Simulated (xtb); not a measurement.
CH3FOSeSi: property calculation

The run: property calculation of CH3FOSeSi, SMILES FC1([SeH])O[SiH2]1. Method and program: GFN1-xTB (xtb 6.7.1).

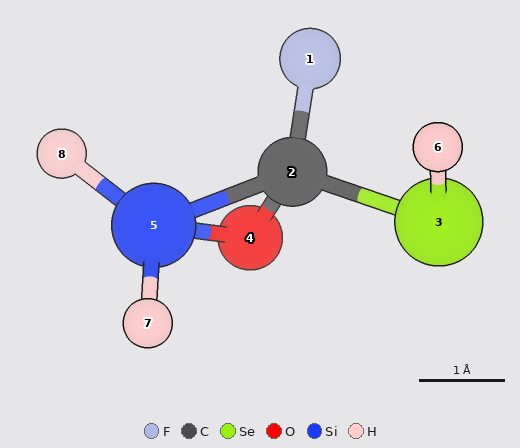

Figure 1. The structure as given in the input (ball-and-stick view, seen at a tilt; atoms are numbered from 1 in the order of the input).

The input (struc.tmol):
```
$coord
     -1.565052279154     -0.644774553722      3.030383710711  f
     -0.503521305359      0.424825550625      0.815622802924  c
      2.128228458815      2.848781030135      2.037805063751  se
     -2.042302611928      1.309466820798     -0.808689397772  o
     -0.683797398196     -1.161312292628     -2.182255728718  si
      3.815489326448      0.979955276447      3.133713935206  h
      1.194155732674     -0.440873104875     -4.026080405776  h
     -2.339953373818     -3.325672314945     -2.286644199842  h
$end
```

File detailed.inp:
```
$chrg 0
$spin 0
$end
```

Launched with:
```bash
xtb struc.tmol -I detailed.inp --lmo --gfn1 > out.txt
```

Log:
```
* xtb version 6.7.1
   ID    Z sym.   atoms
    1    9 f      1
    2    6 c      2
    3   34 se     3
    4    8 o      4
    5   14 si     5
    6    1 h      6-8

           -------------------------------------------------
          |                Calculation Setup                |
           -------------------------------------------------

          program call               : xtb struc.tmol -I detailed.inp --lmo --gfn1
          coordinate file            : struc.tmol
          omp threads                :                     1

########################################################################
[WARNING] Please study the warnings concerning your input carefully
-1- prog_main_parseArguments: The use of '--gfn1' is discouraged, please use '--gfn 1' next time
########################################################################

           -------------------------------------------------
          |                 G F N 1 - x T B                 |
           -------------------------------------------------

      * Hamiltonian:
        H0-scaling (s, p, d)           1.850000    2.250000    2.000000
        zeta-weighting                 0.000000
      * Dispersion:
        s8                             2.400000
        a1                             0.630000
        a2                             5.000000
        s9                             0.000000
      * Repulsion:
        kExp                           1.500000
        rExp                           1.000000
      * Coulomb:
        alpha                          2.000000
        third order                    atomic
        anisotropic                    false
      * Halogen bond correction:
        rad-scale                      1.300000
        damping                        0.440000

          ...................................................
          :                      SETUP                      :
          :.................................................:
          :  # basis functions                  38          :
          :  # atomic orbitals                  36          :
          :  # shells                           18          :
          :  # electrons                        30          :
          :  # halogen bonds                     0          :
          :  max. iterations                   250          :
          :  Hamiltonian                  GFN1-xTB          :
          :  restarted?                      false          :
          :  GBSA solvation                  false          :
          :  PC potential                    false          :
          :  electronic temp.          300.0000000     K    :
          :  accuracy                    1.0000000          :
          :  -> integral cutoff          0.2500000E+02      :
          :  -> integral neglect         0.1000000E-07      :
          :  -> SCF convergence          0.1000000E-05 Eh   :
          :  -> wf. convergence          0.2000000E-04 e    :
          :  Broyden damping             0.4000000          :
          :  net charge                          0          :
          :  unpaired electrons                  0          :
          ...................................................

 iter      E             dE          RMSdq      gap      omega  full diag
   1    -18.7929072 -0.187929E+02  0.622E+00    3.97       0.0  T
   2    -18.8416861 -0.487789E-01  0.392E+00    3.71       1.0  T
   3    -18.8351113  0.657480E-02  0.172E+00    3.79       1.0  T
   4    -18.8495143 -0.144030E-01  0.419E-01    3.88       1.0  T
   5    -18.8507551 -0.124078E-02  0.107E-01    3.78       1.0  T
   6    -18.8508458 -0.907539E-04  0.243E-02    3.81       1.5  T
   7    -18.8508469 -0.111932E-05  0.609E-03    3.81       5.8  T
   8    -18.8508471 -0.131960E-06  0.649E-04    3.81      54.5  T
   9    -18.8508471 -0.216128E-08  0.792E-05    3.81     446.4  T
  10    -18.8508471 -0.152092E-10  0.279E-05    3.81    1269.1  T

   *** convergence criteria satisfied after 10 iterations ***

         #    Occupation            Energy/Eh            Energy/eV
      -------------------------------------------------------------
         1        2.0000           -0.8768844             -23.8612
       ...           ...                  ...                  ...
         9        2.0000           -0.5184285             -14.1072
        10        2.0000           -0.5108823             -13.9018
        11        2.0000           -0.5001586             -13.6100
        12        2.0000           -0.4923396             -13.3972
        13        2.0000           -0.4606757             -12.5356
        14        2.0000           -0.4027138             -10.9584
        15        2.0000           -0.3801599             -10.3447 (HOMO)
        16                         -0.2401035              -6.5335 (LUMO)
        17                         -0.2195081              -5.9731
        18                         -0.1950783              -5.3084
        19                         -0.1686403              -4.5889
        20                         -0.1498932              -4.0788
       ...                                ...                  ...
        36                          1.5510970              42.2075
      -------------------------------------------------------------
                  HL-Gap            0.1400564 Eh            3.8111 eV
             Fermi-level           -0.3101317 Eh           -8.4391 eV

 localization/xTB-IFF output generation
 averaging CT terms over            1  occ. levels
 averaging CT terms over            1  virt. levels
 dipole moment (au) with gauge at origin
     X       Y       Z
   0.6265  -0.5684  -1.2946  total (Debye):    3.931
cpu  time for init local
 initialization of trafo matrix to unity
iteration     50  convergence  0.13399483D-03

 converged in     87 iterations, threshold :   0.99948155D-06
 lmo centers(Z=2) and atoms on file <lmocent.coord>
 LMO Fii/eV  ncent    charge center   contributions...
    1 sigma -19.35   1.88  -1.46728   1.04739  -0.08713    4  O :  0.63    2  C :  0.36
    2 sigma -17.95   1.74  -1.19732  -0.27315   2.25515    1  F :  0.69    2  C :  0.31
    3 pi    -16.97   1.48  -1.56696   1.21679  -1.31955    4  O :  0.80    5  Si:  0.17
    4 LP    -16.94   1.06  -3.01194   2.55128  -0.75875    4  O :  0.97
    5 pi    -16.91   1.48  -2.24955   0.67237  -0.95012    4  O :  0.80    5  Si:  0.17
    6 LP    -15.91   1.02  -2.93745  -0.18299   3.08775    1  F :  0.99
    7 LP    -15.90   1.02  -0.73223  -0.19113   4.12032    1  F :  0.99
    8 LP    -15.89   1.03   0.87874   3.72137   3.98810    3  Se:  0.98
    9 LP    -15.79   1.03  -1.44039  -2.03487   2.76843    1  F :  0.98
   10 LP    -15.70   1.04   3.25901   3.42248  -0.20287    3  Se:  0.98
   11 sigma -15.17   2.00   3.17547   1.69910   2.71933    3  Se:  0.52    6  H :  0.48
   12 sigma -14.88   2.02   0.78029  -0.63063  -3.66260    7  H :  0.52    5  Si:  0.48
   13 sigma -14.82   2.02  -1.95990  -2.86691  -2.30627    8  H :  0.51    5  Si:  0.49
   14 sigma -14.68   2.02   0.87129   1.62582   1.42065    3  Se:  0.53    2  C :  0.46
   15 pi    -13.19   1.90  -0.00824  -0.61921  -0.01085    2  C :  0.59    5  Si:  0.42
 starting deloc pi regularization ...
 thr    2.2000000000000002      # pi deloc LMO           2
 files:
 coordprot.0/xtbscreen.xyz/xtblmoinfo/lmocent.coord
 with protonation site input, xtbdock and
 LMO center info written

 SCC (total)                   0 d,  0 h,  0 min,  0.011 sec
 SCC setup                      ...        0 min,  0.000 sec (  0.564%)
 Dispersion                     ...        0 min,  0.000 sec (  0.254%)
 classical contributions        ...        0 min,  0.000 sec (  0.059%)
 integral evaluation            ...        0 min,  0.002 sec ( 15.019%)
 iterations                     ...        0 min,  0.003 sec ( 24.319%)
 molecular gradient             ...        0 min,  0.003 sec ( 23.711%)
 printout                       ...        0 min,  0.004 sec ( 35.924%)

         :::::::::::::::::::::::::::::::::::::::::::::::::::::
         ::                     SUMMARY                     ::
         :::::::::::::::::::::::::::::::::::::::::::::::::::::
         :: total energy             -18.759871061277 Eh    ::
         :: gradient norm              0.205947755485 Eh/a0 ::
         :: HOMO-LUMO gap              3.811128863516 eV    ::
         ::.................................................::
         :: SCC energy               -18.850847076610 Eh    ::
         :: -> electrostatic           0.056315650830 Eh    ::
         :: repulsion energy           0.093710628380 Eh    ::
         :: dispersion energy         -0.002734613047 Eh    ::
         :: halogen bond corr.         0.000000000000 Eh    ::
         :: add. restraining           0.000000000000 Eh    ::
         :: total charge              -0.000000000000 e     ::
         :::::::::::::::::::::::::::::::::::::::::::::::::::::

           -------------------------------------------------
          |                Property Printout                |
           -------------------------------------------------

    * Orbital Energies and Occupations

         #    Occupation            Energy/Eh            Energy/eV
      -------------------------------------------------------------
         1        2.0000           -0.8768844             -23.8612
       ...           ...                  ...                  ...
         3        2.0000           -0.8105358             -22.0558
         4        2.0000           -0.6604734             -17.9724
         5        2.0000           -0.6537275             -17.7888
         6        2.0000           -0.6022015             -16.3867
         7        2.0000           -0.5720898             -15.5674
         8        2.0000           -0.5604057             -15.2494
         9        2.0000           -0.5184285             -14.1072
        10        2.0000           -0.5108823             -13.9018
        11        2.0000           -0.5001586             -13.6100
        12        2.0000           -0.4923396             -13.3972
        13        2.0000           -0.4606757             -12.5356
        14        2.0000           -0.4027138             -10.9584
        15        2.0000           -0.3801599             -10.3447 (HOMO)
        16                         -0.2401035              -6.5335 (LUMO)
        17                         -0.2195081              -5.9731
        18                         -0.1950783              -5.3084
        19                         -0.1686403              -4.5889
        20                         -0.1498932              -4.0788
        21                         -0.1369255              -3.7259
        22                         -0.0879777              -2.3940
        23                         -0.0788866              -2.1466
        24                         -0.0561698              -1.5285
        25                         -0.0436760              -1.1885
        26                         -0.0377121              -1.0262
       ...                                ...                  ...
        36                          1.5510970              42.2075
      -------------------------------------------------------------
                  HL-Gap            0.1400564 Eh            3.8111 eV
             Fermi-level           -0.3101317 Eh           -8.4391 eV

  Mulliken/CM5 charges         n(s)   n(p)   n(d)
     1     -0.32019 -0.33610   1.854  5.466  0.000
     2      0.37167  0.45504   1.038  2.591  0.000
     3     -0.01984 -0.05889   1.943  4.113 -0.036
     4     -0.40678 -0.45074   1.653  4.754  0.000
     5      0.37326  0.15147   1.245  1.714  0.667
     6      0.04509  0.09812   0.955  0.000  0.000
     7     -0.02988  0.06216   1.030  0.000  0.000
     8     -0.01334  0.07894   1.013  0.000  0.000

Wiberg/Mayer (AO) data.
largest (>0.10) Wiberg bond orders for each atom

 ---------------------------------------------------------------------------
     #   Z sym  total        # sym  WBO       # sym  WBO       # sym  WBO
 ---------------------------------------------------------------------------
     1   9      0.989 --     2      0.831
     2   6      3.728 --     4      1.012     5      0.951     3      0.880
                             1      0.831
     3  34      2.052 --     6      0.995     2      0.880     5      0.106
     4   8      2.308 --     5      1.208     2      1.012
     5  14      4.177 --     4      1.208     2      0.951     7      0.919
                             8      0.917     3      0.106
     6   1      1.006 --     3      0.995
     7   1      0.997 --     5      0.919
     8   1      0.996 --     5      0.917
 ---------------------------------------------------------------------------

Topologies differ in total number of bonds
Writing topology from bond orders to xtbtopo.mol

 dipole moment from electron density (au)
     X       Y       Z
   0.6265  -0.5684  -1.2946  total (Debye):    3.931

           -------------------------------------------------
          | TOTAL ENERGY              -18.759871061277 Eh   |
          | GRADIENT NORM               0.205947755485 Eh/α |
          | HOMO-LUMO GAP               3.811128863516 eV   |
           -------------------------------------------------

------------------------------------------------------------------------
------------------------------------------------------------------------
 total:
 *  cpu-time:     0 d,  0 h,  0 min,  0.017 sec
 * ratio c/w:     1.000 speedup
 SCF:
 *  cpu-time:     0 d,  0 h,  0 min,  0.011 sec
 * ratio c/w:     1.000 speedup
```

File xtblmoinfo:
```
8
 9       -1.5650522792       -0.6447745537        3.0303837107 -0.3201866674E+00
 6       -0.5035213054        0.4248255506        0.8156228029  0.3716662768E+00
34        2.1282284588        2.8487810301        2.0378050638 -0.1983951448E-01
 8       -2.0423026119        1.3094668208       -0.8086893978 -0.4067786053E+00
14       -0.6837973982       -1.1613122926       -2.1822557287  0.3732641501E+00
 1        3.8154893264        0.9799552764        3.1337139352  0.4509389898E-01
 1        1.1941557327       -0.4408731049       -4.0260804058 -0.2987705578E-01
 1       -2.3399533738       -3.3256723149       -2.2866441998 -0.1334248302E-01
   16    1.54648189   -0.24010347   -0.38015987  -18.85084708
 1       -1.1973167658       -0.2731472850        2.2551465034
 3       -1.5669554472        1.2167899609       -1.3195468187
 2       -2.3453133106        1.6975325346       -0.7930822968
 3       -2.2495474815        0.6723746061       -0.9501191974
 2       -1.9939279556       -0.5004664660        3.0483107567
 2       -1.3047940731       -0.5030120015        3.3709902763
 2        1.7377626896        3.1214666367        2.6472728252
 2       -1.5260963440       -1.0791782141        2.9485218525
 2        2.4815964699        3.0280630589        1.3375927210
 1        3.1754674911        1.6990994215        2.7193312645
 1        0.7802926302       -0.6306340694       -3.6626038551
 1       -1.9598968029       -2.8669121265       -2.3062708378
 1        0.8712898493        1.6258199215        1.4206538200
 3       -0.0082404353       -0.6192113757       -0.0108508123
 3       -2.5263423920        1.4071410894       -0.3070078790
 2       -2.1562108994        1.1610866785       -1.2643891573
  0.035072  0.113084  0.642100  0.045880  0.151237  0.001972  0.004427  0.006228
  0.012960  0.085367  0.123041  0.031612  0.745133  0.001524  0.000315  0.000048
```

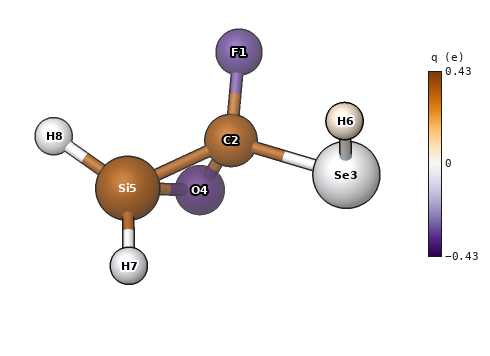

Figure 2. Mulliken charges, as the colour of each atom (ball-and-stick view, seen at a tilt; atoms are numbered from 1 in the order of the input). By element: F −0.32, C +0.37, Se −0.02, O −0.41, Si +0.37 and H −0.03 to +0.05 e.

Key numbers:

```csv
quantity,value
outcome,converged
electrons treated,30
total energy,−18.759871 hartree
dispersion energy,−0.002735 hartree
basis functions,38
HOMO,−10.34 eV
LUMO,−6.53 eV
dipole moment,3.93 D
hardware,"1 thread of Arm Neoverse V1, 24 GiB of memory available, shared host"
peak memory,0.074 GiB
```
